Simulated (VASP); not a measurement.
Energy against volume of Li$_{2}$S (antifluorite). All values below come from rev-vdW-DF2, VASP's PBE PAW potentials (set 64) (plane waves; VASP 6.6.1).

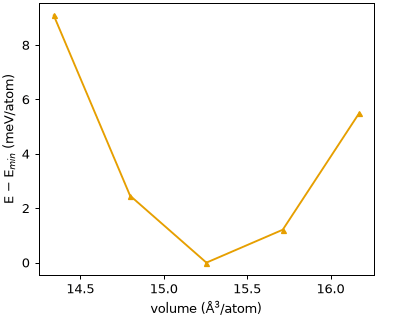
*Energy against volume*

### Question
Estimate the equilibrium volume and the bulk modulus.

### Answer
The minimum lies near 15.3 Å³/atom, and the curvature gives B0 of about 41 GPa.

Measured: a 5.716 Å at 293 K (computed value off by -0.5 %), as given by F. Kubel et al., Zeitschrift für Kristallographie - New Crystal Structures (1999), doi:10.1515/ncrs-1999-0303. The calculation is for a static lattice, while the measured a holds thermal and zero-point effects, which are part of the difference.

The compound is Li2S in the antifluorite structure. It was relaxed first.
